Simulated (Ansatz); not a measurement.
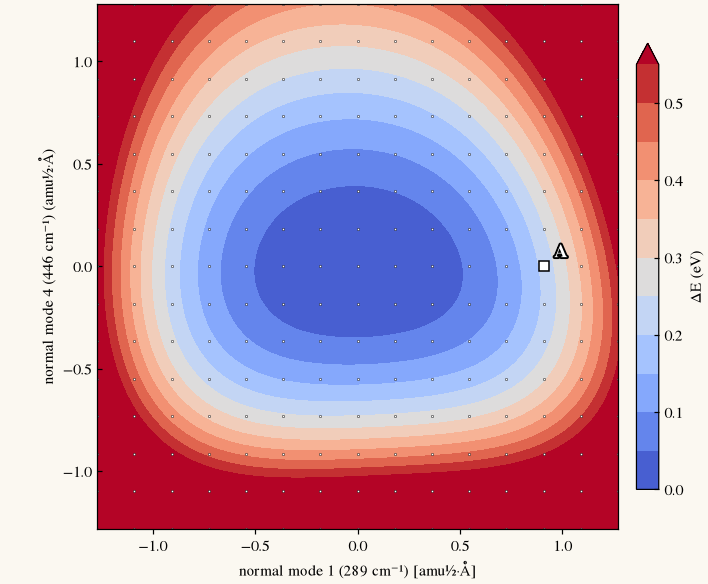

CH₂NTe, SMILES [NH+]#C[TeH], charge +1. The first coordinate is: normal mode 1 (289 cm⁻¹); the second: normal mode 4 (446 cm⁻¹). Nothing is relaxed (straight displacements along the two mass-weighted modes). The scan uses a 15 × 15 grid. Points are written as (first, second). All energies are given in eV relative to the lowest grid point. Level of theory: RKS PBE0-D4/def2-TZVP (Ansatz).

In the figure: filled contours, dots at the grid points, one colour for all values above the top of the scale, the point A. Between grid points the surface is interpolated.

### Which way does the force act at A, and how strong is it?

A, at (0.908 amu½·Å, 0.000 amu½·Å), is not a stationary point. The computed force is 0.65 eV for each amu½·Å towards smaller values of normal mode 1 (289 cm⁻¹) and 0.11 eV for each amu½·Å towards smaller values of normal mode 4 (446 cm⁻¹).
